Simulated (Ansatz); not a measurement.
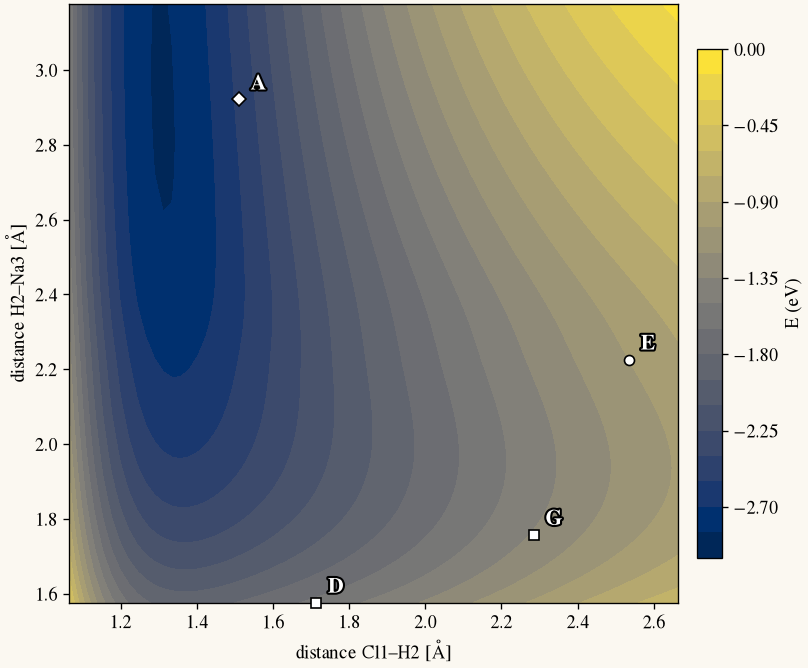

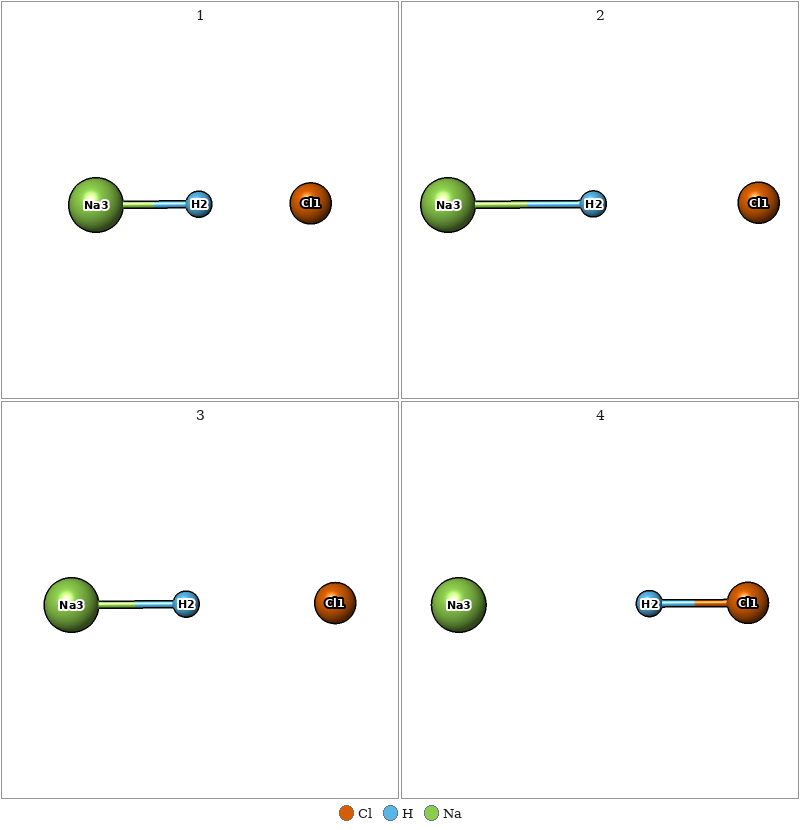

The system Cl + HNa, spin multiplicity 2. First axis: distance Cl1–H2. Second axis: distance H2–Na3. Nothing is relaxed (the angle Cl1–H2–Na3 is fixed at 180 degrees). The grid has 17 × 17 points. Energies: eV, counted from Cl far from the relaxed HNa (each part in its own basis). These are results of Ansatz 0.2.0, UKS PBE0-D4/def2-SVPD, not measurements.

In the figure: filled contours, lettered points. Between grid points the surface is interpolated. The numbered pictures are the structures at these points, in random order.

Which structure belongs to which point?

Answer. A is structure 4: distance Cl1–H2 = 1.511 Å, distance H2–Na3 = 2.921 Å, −2.52 eV; D is structure 1: distance Cl1–H2 = 1.714 Å, distance H2–Na3 = 1.576 Å, −1.61 eV; E is structure 2: distance Cl1–H2 = 2.535 Å, distance H2–Na3 = 2.226 Å, −1.05 eV; G is structure 3: distance Cl1–H2 = 2.285 Å, distance H2–Na3 = 1.758 Å, −1.34 eV.
